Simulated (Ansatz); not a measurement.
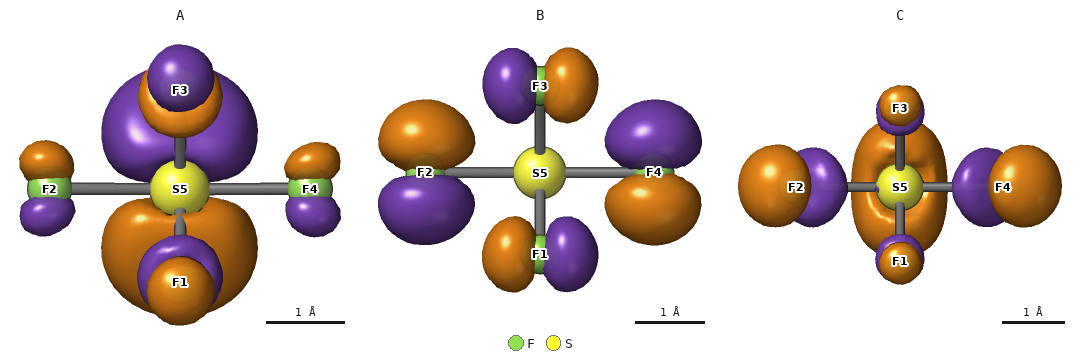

Figure 1: F4S (SMILES FS(F)(F)F). Three frontier orbitals at ±0.15 Å⁻³ᐟ² (orange and purple are the two phases), in no order.

Geometry: PBE0-D3(BJ)/pcseg-1.

Method: isolated molecule in a Gaussian basis; Kohn-Sham density functional theory, functional PBE0 in Ansatz.

The calculation's input:

```
crystal:
  periodic: [false, false, false]
  atoms:
    - {symbol: F, position_ang: [0.304852, -1.612401, 2.814440]}
    - {symbol: F, position_ang: [-1.048148, -0.209767, 1.650063]}
    - {symbol: F, position_ang: [-0.260466, -1.952493, 0.426804]}
    - {symbol: F, position_ang: [-0.621954, -3.527161, 2.021620]}
    - {symbol: S, position_ang: [-0.955263, -1.880527, 1.866024]}
basis:
  gaussian: {orbitals: def2-TZVPD}
hamiltonian: {xc: pbe0}
output: {forces: true, orbitals: {seedname: orbitals}}
```

Command:

```sh
ansatz run input.yaml --threads 1 --pin off --max-ram 2610MiB --events-out events.jsonl --progress --plain --runs-dir runs
```

Order the three orbitals by energy and name them.

B is the HOMO−1 (−11.94 eV). By Hirshfeld shares it lies mainly on F2 (about 35 %), F4 (about 35 %), F1 (about 15 %) and F3 (about 15 %); largely a combination of lone pairs on F2, F4, F1 and F3. C is the HOMO (−10.28 eV). It lies mainly on S5 (about 40 %), F2 (about 25 %) and F4 (about 25 %). A is the LUMO (−2.66 eV). It lies mainly on S5 (about 65 %), F1 (about 10 %) and F3 (about 10 %).

What is the HOMO–LUMO gap?

7.62 eV between the orbital energies.
